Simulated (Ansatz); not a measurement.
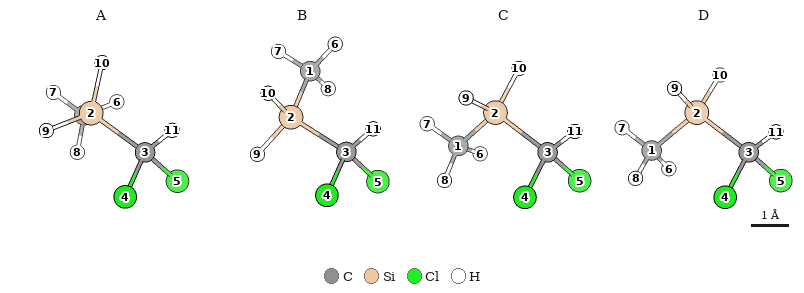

4 geometries from a converged minimum-energy path of C2H6Cl2Si, shuffled. A ball-and-stick model, seen at a tilt.

These are results of Ansatz 0.2.0, RKS PBE0/def2-mTZVP, not measurements. Run with 7 movable images; climbing image; force threshold 0.05 eV/Å; iteration limit 60; starting path by image-dependent pair potential.

Question: Which frame is the transition state?

Answer: A. In order along the path, whose images run from 0 to 8: D (image 0, 0.00 kcal/mol), C (image 1, +0.41 kcal/mol), A (image 4, +2.97 kcal/mol), B (image 8, +0.34 kcal/mol). The motion is a rotation about the Si2–C3 bond by about 120°. No bond forms or breaks between the ends. Bond angles that change up to the highest image, for instance: Si2–C3–Cl5 110.0° → 112.3°.
